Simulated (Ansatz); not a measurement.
SnGe₂

```xyz
6
Lattice="4.2927 0.0000 0.0000 -2.1464 3.7176 0.0000 0.0000 0.0000 10.5484" Properties=species:S:1:pos:R:3 pbc="T T T"
Sn    2.1464    1.2392    2.1946
Sn    0.0000    2.4784    8.3538
Ge    0.0000    2.4784    5.6582
Ge    0.0000    0.0000    9.3047
Ge    2.1464    1.2392    4.8902
Ge    0.0000    0.0000    1.2437
```

Space group P-3m1; a structure generated by program, which may or may not match a known phase.

Method: DFT PBE, scalar-relativistic, plane waves, PAW (Ansatz).

Q: What can the converged valence pseudo-density and electron localisation function tell about the bonding?

A: Ge–Ge (2.49 Å): ρ at the midpoint is about 0.51 e/Å³; the ELF peaks at about 0.75 between the atoms.
Sn–Ge (2.65 Å): ρ is about 0.41 e/Å³ halfway; the ELF peaks at about 0.70 between the atoms.
Ge–Ge (2.59 Å): the density is about 0.4 e/Å³ at the midpoint; the ELF peaks at about 0.75 between the atoms.
Sn–Ge (2.70 Å): ρ at the midpoint is about 0.43 e/Å³, with its minimum of 0.38 e/Å³ about 1.2 Å from Sn; the ELF peaks at about 0.75 between the atoms.
Bader's partition of the density gives Sn +0.31 and Ge −0.24 to −0.07 e.

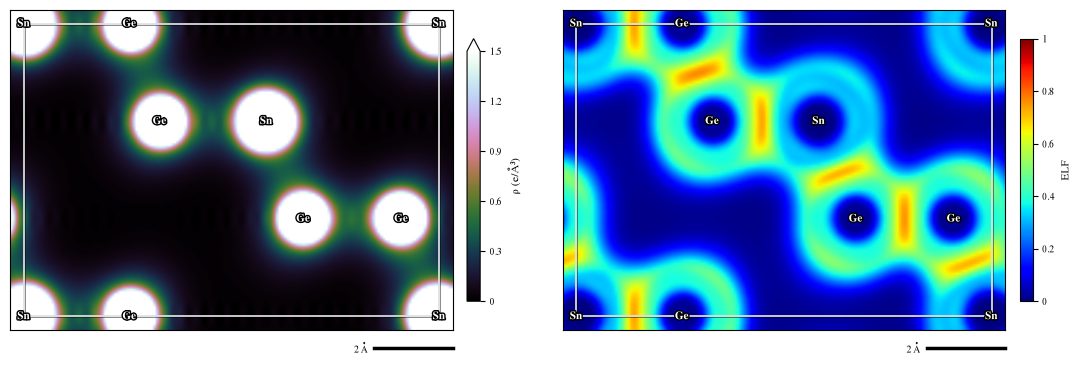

Computed valence pseudo-density and electron localisation function on the (110) plane of the conventional cell, in this order. 
